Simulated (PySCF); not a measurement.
C3H3FN2S (SMILES FCc1ncns1)

```yaml
atoms:
  - { symbol: F, position_ang: [-2.2618, -0.1160, 1.1585] }
  - { symbol: C, position_ang: [-1.6445, 0.1662, -0.0283] }
  - { symbol: C, position_ang: [-0.1746, -0.0066, 0.0825] }
  - { symbol: N, position_ang: [0.6604, 0.1944, -0.8885] }
  - { symbol: C, position_ang: [1.9098, -0.0506, -0.4585] }
  - { symbol: N, position_ang: [2.0796, -0.4260, 0.7771] }
  - { symbol: S, position_ang: [0.6428, -0.5079, 1.5363] }
  - { symbol: H, position_ang: [-1.8935, 1.2009, -0.2946] }
  - { symbol: H, position_ang: [-2.0569, -0.5118, -0.7859] }
  - { symbol: H, position_ang: [2.7477, 0.0621, -1.1212] }
```

Geometry: GFN2-xTB.

These are results of B3LYP/def2-SVPD, SCF density, gas phase in PySCF 2.14.0, not measurements.

**What can the converged electron density and electron localisation function tell about the bonding?**

C–N (1.30 Å): ρ at the midpoint is about 2.7 e/Å³; the ELF peaks at about 0.90 between the atoms, as expected for a covalent bond.
C–F (1.37 Å): the density is about 2.1 e/Å³ at the midpoint, with its minimum of 1.6 e/Å³ about 0.5 Å from C; the ELF peaks at about 0.85 between the atoms: a shared but strongly polarised pair.
C–C (1.48 Å): ρ is about 1.8 e/Å³ halfway; the ELF peaks at about 1 between the atoms; localised, covalent bonding.
S–N (1.63 Å): the density is about 1.7 e/Å³ at the midpoint; the ELF peaks at about 0.90 between the atoms, as expected for a covalent bond.

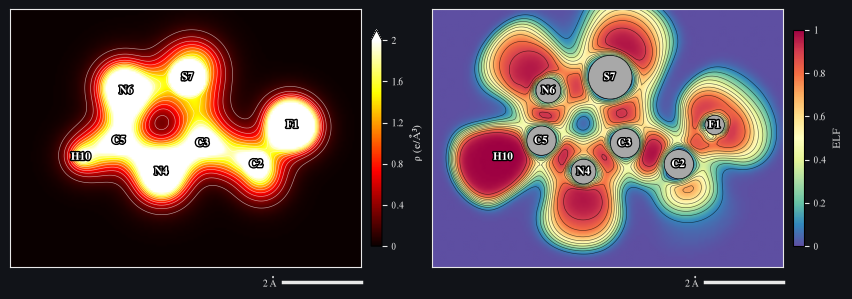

Computed electron density and electron localisation function on the plane of atoms N6, C5 and H10, in this order. Grey discs cover the atomic cores in the ELF map. 
